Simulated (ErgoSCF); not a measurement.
**HF/aug-cc-pVTZ run of HOF (hypofluorous acid)**

Wanted: a single-point energy of HOF (hypofluorous acid). 

The calculation is run with ErgoSCF 3.8.

4 further runs of the same task are left out: 3 that didn't finish, 1 set aside as unsound or not needed. Runs told in other sessions of the task aren't counted.

## 1. Starting point

The species is HOF (3 atoms), meant as a singlet with charge 0. As SMILES, `OF`. One bond was lengthened or shortened from a relaxed shape.

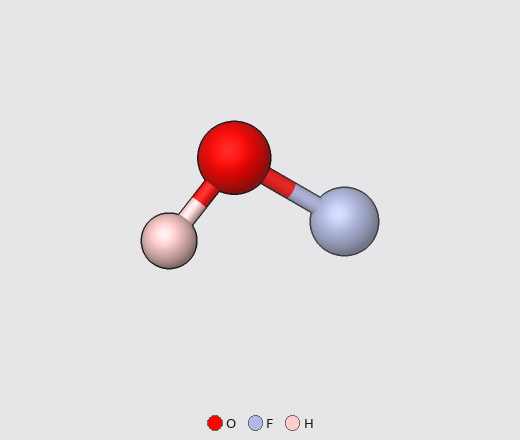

The structure, seen from a chosen angle (oxygen red, fluorine light blue, hydrogen pink).

## 2. A single-point energy at HF/aug-cc-pVTZ

job.ego

```
set_nthreads(1)
molecule_inline Angstrom
O        0.526465      -0.121265       0.279571
F       -0.126035       1.103695       0.052261
H       -0.208690      -0.804280      -0.205350
EOF
scf.use_diagonalization = 1
tmpdir = "."
scf.output_mulliken_pop = 1
charge = 0
basis = "aug-cc-pVTZ"
scf.max_number_of_iterations = 120
run "HF"
```

The basis set aug-cc-pVTZ is read from a file made from the Basis Set Exchange's data (not shown).

Launch:

```console
$ ergo job.ego
```

The log of the run:

```text
[...]
INSC SCF_general constructor, number of basis functions: 115
[...]
INSC Energy   1 =        -29.34205138235
[...]
INDE E_LUMO =          0.02540418941
[...]
INSC Energy  15 =       -174.78874032823  ( diff     -0.000000000001023 )
[...]
RESC CONVERGED after  15 iterations.
RESC FINAL ENERGY:       -174.78874032823
[...]
INSC SCF: dipole_moment_x [atomic units] =      -0.37418118
INSC SCF: dipole_moment_y [atomic units] =      -0.77716519
INSC SCF: dipole_moment_z [atomic units] =      -0.29445330
[...]
```

It took 4.1 min on 1 thread of Arm Neoverse N1, shared host; peak memory 0.35 GiB.

## 3. Summary of results

At HF/aug-cc-pVTZ:

| quantity | value |
| --- | --- |
| total energy | -174.78874 Eh |
| dipole moment | 2.32 D |
